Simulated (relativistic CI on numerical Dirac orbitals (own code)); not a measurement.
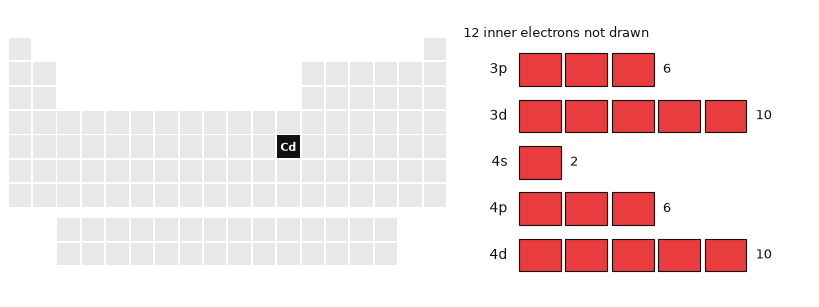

*Left, the place of cadmium in the periodic table; right, the outer shells of the leading configuration of the lowest level: a box for each of the 2l + 1 orbitals, shaded by the share of the shell that is filled, with the electron count at the right.*

## Run report: Cd²⁺, relativistic CI calculation

System: Cd²⁺.
Method: Dirac-Coulomb-Breit CI, KLI orbitals optimised for each configuration, model QED (radiative potential, 1s self-energy scaled to tabulated hydrogen-like ionisation energies), valence Slater integrals scaled by 0.85, P86 correlation energy added to each configuration (relativistic CI on numerical Dirac orbitals, in-house).

Input:
```
atom Cd  Z=48  charge=2  electrons=46
nucleus A=114  rms_radius_fm=4.6087
hamiltonian dirac-coulomb  breit=on  qed=on  c_scale=1
orbitals kli  potential=per-configuration
slater_scale 0.85
correlation p86
mixing on
configurations
  [Kr] 4d10
  [Kr] 4d9 5s
  [Kr] 4d9 5p
  [Kr] 4d9 4f
  [Kr] 4d9 5d
  [Kr] 4d9 6s
  [Kr] 4d9 6p
  [Kr] 4d9 6d
  [Kr] 4d9 5f
  [Kr] 4d9 5g
  [Kr] 4d9 6f
  [Kr] 4d9 6g
end
```

Hardware: 1 thread of Arm Neoverse N1, 16 GiB of memory available, shared host.

The run was one of a batch that the task file lists, launched with:
```bash
python <driver script> task.json out
```

The program writes its results to a structured record and prints no log; tables and figures of this report are taken from that record.

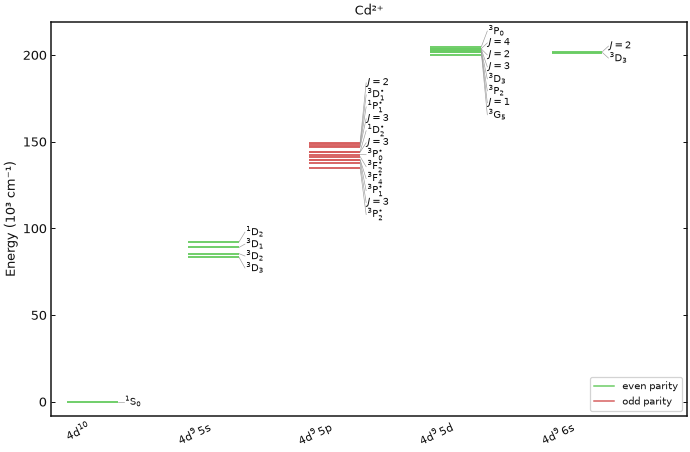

*Level diagram of Cd²⁺ (cadmium, Z = 48).*

The lowest level is 4d¹⁰ ¹S₀. The first excited level, 4d⁹ 5s ³D₃, lies at 83,400 cm⁻¹. The lowest level of opposite parity, 4d⁹ 5p ³P°₂, is at 135,000 cm⁻¹. The levels are in intermediate coupling, nearer jj (mean leading weight 77 % in LS and 79 % in jj).

```csv
Configuration,Level,E (cm⁻¹),LS purity (%)
4d¹⁰,¹S₀,0,100
4d⁹ 5s,³D₃,"83,450",100
4d⁹ 5s,³D₂,"85,440",80
4d⁹ 5s,³D₁,"89,010",100
4d⁹ 5s,¹D₂,"92,150",80
4d⁹ 5p,³P°₂,"134,900",93
4d⁹ 5p,[(4d₅/₂)⁵ 5p₁/₂] J = 3,"137,600",62
4d⁹ 5p,³P°₁,"139,500",91
4d⁹ 5p,³F°₄,"139,700",100
4d⁹ 5p,³F°₂,"141,400",81
4d⁹ 5p,³P°₀,"142,600",100
4d⁹ 5p,[(4d₅/₂)⁵ 5p₃/₂] J = 3,"144,000",69
4d⁹ 5p,¹D°₂,"144,200",62
4d⁹ 5p,[(4d₃/₂)³ 5p₃/₂] J = 3,"146,900",39
4d⁹ 5p,¹P°₁,"147,600",87
4d⁹ 5p,³D°₁,"148,500",84
4d⁹ 5p,[(4d₃/₂)³ 5p₃/₂] J = 2,"149,400",61
4d⁹ 5d,³S₁,"199,800",78
```

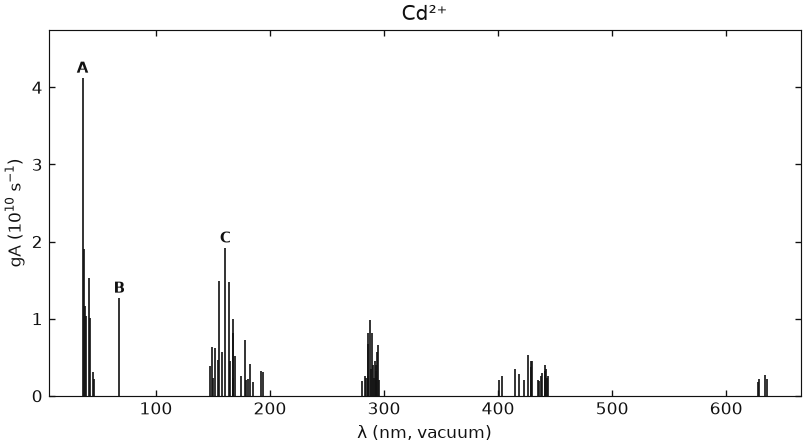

*The stronger electric dipole lines (weighted rates gA) for Cd III (Cd²⁺).*

A: 4d⁹ 6f [(4d₃/₂)³ 6f₅/₂] J = 1 → 4d¹⁰ ¹S₀, 35.78 nm, gA = 4.1×10¹⁰ s⁻¹; B: 4d⁹ 5p ¹P°₁ → 4d¹⁰ ¹S₀, 67.75 nm, gA = 1.3×10¹⁰ s⁻¹; C: 4d⁹ 5d ³G₅ → 4d⁹ 5p ³F°₄, 160.9 nm, gA = 1.9×10¹⁰ s⁻¹. The strongest, A, lies in the extreme ultraviolet region.

Summary:

| quantity | value |
| --- | --- |
| outcome | converged |
| lowest level | 4d¹⁰ ¹S₀ |
| first excited level | 4d⁹ 5s ³D₃, 83,446 cm⁻¹ |
| ionisation energy | 37.148 eV |
| levels computed | 169 |
| SCF iterations | 123 |
| wall time | 1.7 s |

Notes:

Caveats: near-neutral ion: configurations can be misplaced by up to about 10000 cm⁻¹, over 20000 where the f count changes; rates and lifetimes follow the computed energies and can be off by orders of magnitude; the fine structure of a weakly bound d or f electron outside closed shells is too small or inverted; only a limited list of configurations is included, so lower levels can be missing.
